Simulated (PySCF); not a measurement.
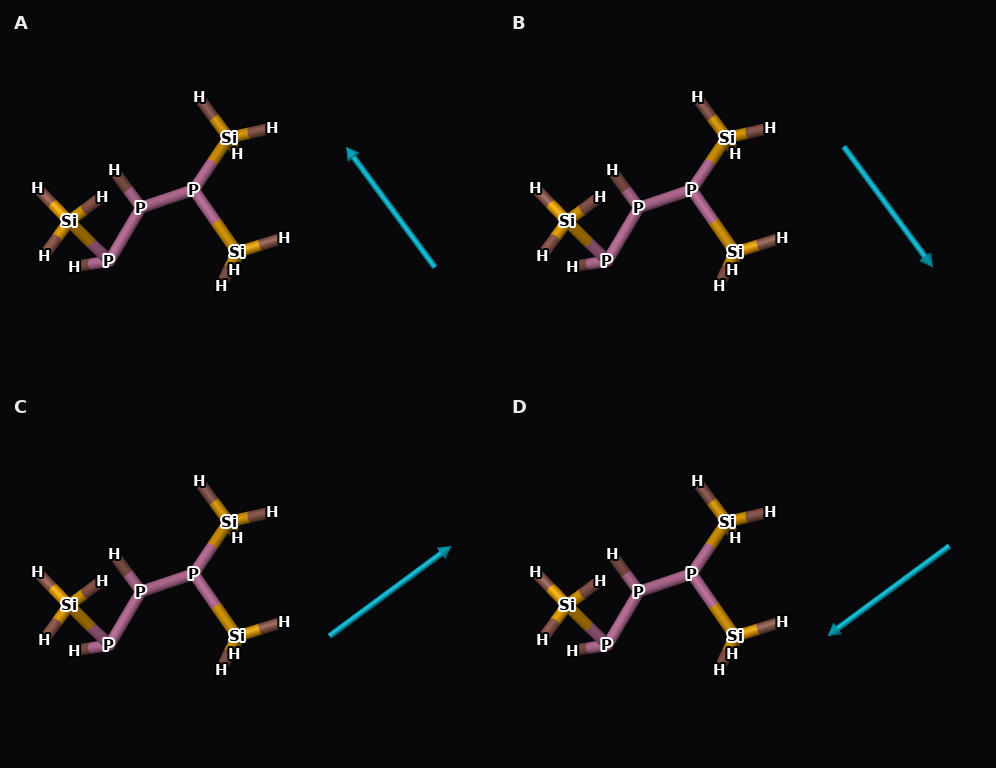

The same molecule four times, each with an arrow. The computed structure is the end point of a GFN2-xTB optimisation. No frequency run is at hand to confirm it as a minimum. Method: PBE0/pcSseg-1, gas phase (PySCF 2.14.0).

Which arrow points along the dipole moment, from the negative to the positive end?

Answer. A. The dipole moment is 0.77 D.

The geometry is semi-empirical. Around P, Si such bond lengths and angles can be off by a tenth of an ångström or more and by several degrees, and values that hang on the shape move with them.
